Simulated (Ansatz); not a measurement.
# Amorphous Hf18O38Ge

The cell was made by melting and quenching with the CHGNet potential and then relaxed with DFT. O atoms were pushed apart under 1.9 Å during the dynamics, to hinder bonds among them. The hot cell started wider than the set density and was brought back towards it in steps. It is the lowest in DFT energy of 2 quenches. It is a model cell: composition and starting density were chosen by hand, and all elements were melted together. No dispersion term was used.

Methods: PBE, scalar-relativistic without spin-orbit coupling (Ansatz, an electronic-structure program); r2SCAN, scalar-relativistic without spin-orbit coupling (Ansatz); HSE06, scalar-relativistic without spin-orbit coupling (Ansatz). Geometry, pressure, stress and energy are those of the PBE run. Its sampling: a 2×2×2 Γ-centred mesh; Fermi-Dirac width 0.02 eV; no spin polarisation. Other functionals are single points at the zone centre (r2SCAN at 500 eV; exact exchange cut at the cell's faces), free to take moments where seeds were set. At PBE the levels at the filled edge of the gap are localised (band-tail or defect states).

```yaml
number_of_atoms_in_the_cell: 57
Density (volume relaxed, without dispersion): 8.73 g/cm³
volume_per_atom: 12.99 Å³
Pressure on a 2×2×2 Γ-centred mesh: 0.02 GPa
Largest force and stress component on that mesh (the relaxation ran on the zone centre alone): 0.10 eV/Å and 0.1 GPa
Level gap on a 2×2×2 Γ-centred mesh (PBE): 3.88 eV
Level gap at the zone centre (PBE): 3.92 eV
Level gap at the zone centre (r2SCAN): 4.39 eV
Level gap at the zone centre (HSE06): 5.49 eV
```

Neighbours within Hf-Hf 3.34 Å, Hf-O 2.60 Å, Hf-Ge 2.99 Å, O-O 1.58 Å, O-Ge 2.23 Å, Ge-Ge 2.81 Å count as bonded. Two cations that share two anions don't count as bonded, nor two that share one unless they lie closer than Hf-Hf 3.25 Å, Hf-Ge 2.91 Å, Ge-Ge 2.57 Å.

| Property | Value |
|---|---|
| Mean coordination of Hf by anions | 6.17 (2 with 5, 11 with 6, 5 with 7) |
| Mean coordination of O | 3.03 (5 with 2, 27 with 3, 6 with 4) |
| Mean coordination of Ge by anions | 4.00 (1 with 4) |
| Mean Hf-O bond | 2.136 Å (spread 0.115 Å, 111 counted) |
| Mean O-Ge bond | 1.778 Å (spread 0.021 Å, 4 counted) |

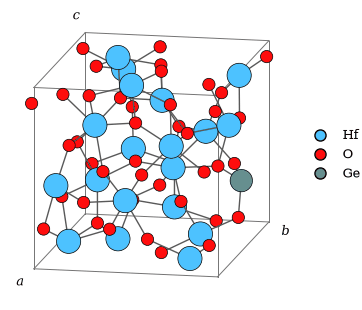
*The relaxed cell*

Its density started from a set value of 8.72 g/cm³. The simulated quench (nominally 380 K/ps over its main leg) is rapid and tends to freeze in more defects than a deposited or slowly cooled glass has. One small periodic cell is one sample of the glass; other quenches scatter about these values. Volume and shape were free in the relaxation.
